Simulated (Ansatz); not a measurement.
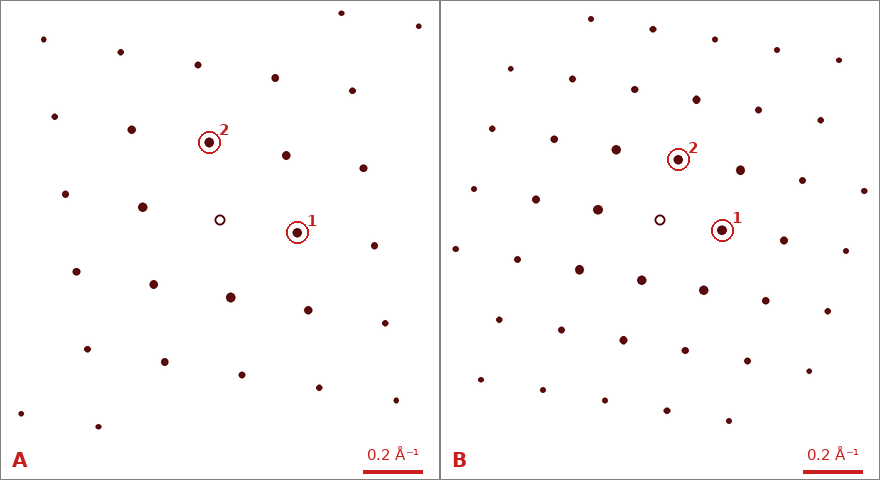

Kinematic electron diffraction patterns (120 kV, B = 0.5 Å², same scale) along [100] of the run's own cell, for the start and the end of one relaxation of CsH2 with Ansatz 0.2.0, DFT PBE, scalar-relativistic, plane waves, PAW. k mesh 6×6×8. The start is a generated model structure, and the relaxation ends in the nearest stationary point of its symmetry, not necessarily the ground state. Spot 1 is 0 -1 1 and spot 2 is 0 -1 -1 in both.

Start structure:

```
CELL_PARAMETERS angstrom
6.34188 0.00000 0.00000
0.00000 6.34188 0.00000
0.00000 0.00000 4.65061
ATOMIC_POSITIONS crystal
Cs 0.00000 0.00000 0.00000
Cs 0.50000 0.50000 0.50000
H 0.31061 0.31061 0.00000
H 0.18939 0.81061 0.50000
H 0.68939 0.68939 0.00000
H 0.81061 0.18939 0.50000
```

**Which pattern belongs to the start structure, and which to the relaxed one?**

A is the start: its cell gives d(1) = 3.750 Å, d(2) = 3.750 Å and an angle of 107.5°. B is the relaxed structure, with d(1) = 4.667 Å (+24.5 %), d(2) = 4.667 Å (+24.5 %) and 82.5°.

**Name reflections whose intensity changes strongly on relaxation.**

0 0 4 goes from 12 to 30 % of the strongest spot; 0 2 -2 goes from 30 to 52 % of the strongest spot; 0 1 -3 goes from 19 to 33 % of the strongest spot.

**What did the relaxation do to the structure and the energy?**

The volume changed by +45.8 % to 45.47 Å³ an atom; with the mean shift removed, the atoms moved by up to 1.28 Å relative to the cell (H most); the space group stayed P4_2/mnm (No. 136); the free energy fell by 660 meV an atom. Relaxed cell: a = 6.208 Å, b = 6.208 Å, c = 7.079 Å, α = 90.00°, β = 90.00°, γ = 90.00°.
